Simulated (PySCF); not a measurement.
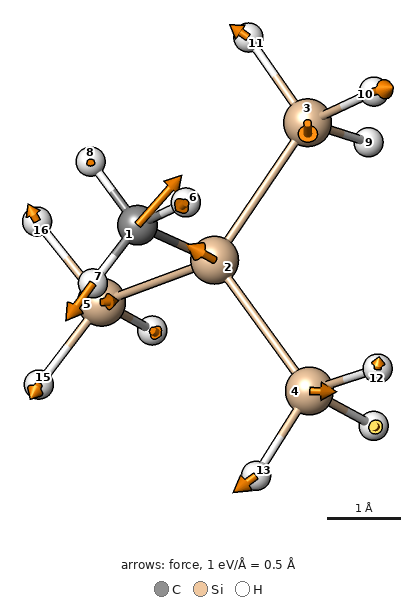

Starting geometry of CH12Si4 with the computed forces as orange arrows. Style: ball-and-stick. Shown at a tilt.

The start comes from GFN2-xTB. Its atoms were then displaced at random by about 0.01 Å.

All numbers below come from PBE0-D3(BJ)/def2-SVP geometry optimisation, gas phase in PySCF. 

Question: What follows when this structure is relaxed?

Answer: It isn't relaxed: the largest force vector, on the C atom, is 1.87 eV/Å. The final displacements have little in common with the starting forces (cosine between the two patterns 0.26). The atom that moves furthest after the best rigid fit is an H atom (0.23 Å). Largest moves by element: H 0.23 Å, Si 0.15 Å, C 0.13 Å. Among the contacts that change: H–Si 1.446 → 1.497 Å, Si–Si 2.308 → 2.344 Å, C–H 1.065 → 1.101 Å, H–Si 1.467 → 1.497 Å. Bond angles that change, for instance: C–Si–Si 104.9° → 111.0°, H–Si–H 103.2° → 108.2°, Si–Si–Si 112.7° → 107.8°. Over 6 geometry steps the energy falls by 5.81 kcal/mol. The run took 2.9 min on 1 thread of Intel(R) Xeon(R) Processor @ 2.50GHz (shared host).
